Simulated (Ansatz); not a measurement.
## Electronic structure of C$_{2}$H$_{7}$AlO$_{2}$ in real space

The calculation's input:

```
crystal:
  periodic: [false, false, false]
  atoms:
    - { symbol: C, position_ang: [-1.9958, -0.5899, 0.5397] }
    - { symbol: Al, position_ang: [-0.1268, -0.81, 0.9766] }
    - { symbol: O, position_ang: [1.1067, -0.908, -0.3969] }
    - { symbol: C, position_ang: [1.6963, 0.3788, -0.7224] }
    - { symbol: O, position_ang: [0.663, 1.0595, -1.481] }
    - { symbol: H, position_ang: [-2.1608, -0.4783, -0.5756] }
    - { symbol: H, position_ang: [0.0571, -2.13099, 1.74651] }
    - { symbol: H, position_ang: [-2.365, 0.4183, 0.9752] }
    - { symbol: H, position_ang: [0.3405, -0.8825, 2.5457] }
    - { symbol: H, position_ang: [2.5352, 0.2366, -1.3186] }
    - { symbol: H, position_ang: [1.9175, 0.9497, 0.2048] }
    - { symbol: H, position_ang: [1.0761, 1.9635, -1.642] }
basis:
  gaussian: { orbitals: cc-pVDZ }
hamiltonian:
  xc: pbe0
relax:
  f_tol: 0.02
  max_steps: 50
output:
  orbitals: {}
```

Launched as:

```sh
ansatz run input.yaml --threads 2 --pin off --max-ram 3072MiB --backend cpu --events-out ev --progress --plain --runs-dir out
```

The fields are those of the run's last geometry, not of the input's.

Level of theory: RKS PBE0/cc-pVDZ (Ansatz).

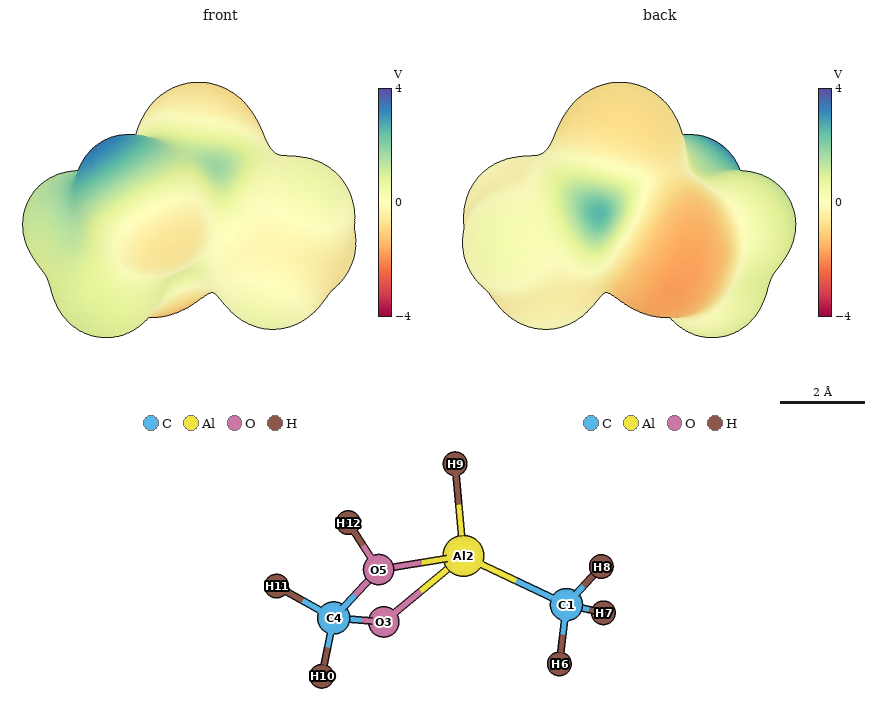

Figure 1. The molecular electrostatic potential painted on the density surface at 0.002 e/bohr³, seen from the front and from behind; red is negative and blue positive. The bare structure is drawn below in the same view.

### Where is the surface potential most negative and most positive?

The most negative region (about −1.7 V) lies over O3, the most positive (about +3.3 V) over H12. O3 is the likeliest acceptor of a hydrogen bond.

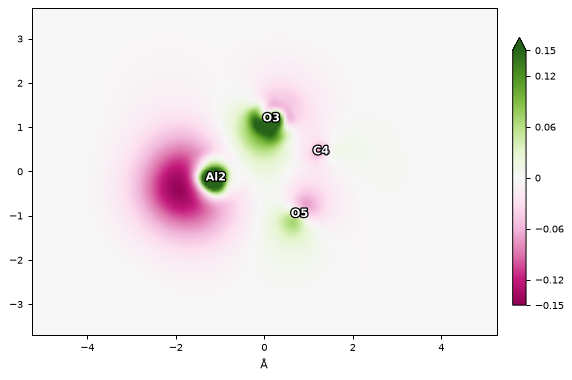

Figure 2. The HOMO−1 on the plane of atoms O3, C4 and O5 (values in Å⁻³ᐟ²; the overall sign is arbitrary).

### Where does this orbital lie, and at what energy?

It lies mainly on O3 (about 30 %), C1 (about 20 %), Al2 (about 20 %), H9 (about 5 %) and C4 (about 5 %). Its energy is −8.11 eV.

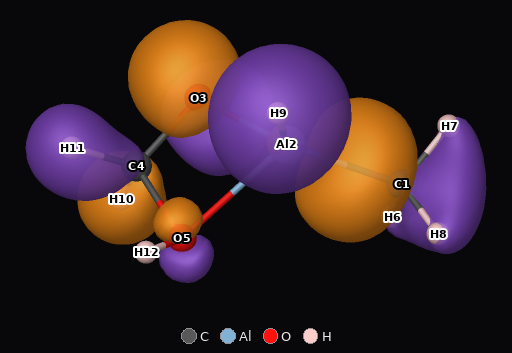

Figure 3. The HOMO at ±0.1 Å⁻³ᐟ² (orange and purple are the two phases), seen from one side.

### Where does this orbital lie, and at what energy?

By Hirshfeld shares it lies mainly on O3 (about 35 %), C1 (about 15 %), H9 (about 15 %), Al2 (about 15 %) and C4 (about 5 %). Its energy is −7.06 eV.
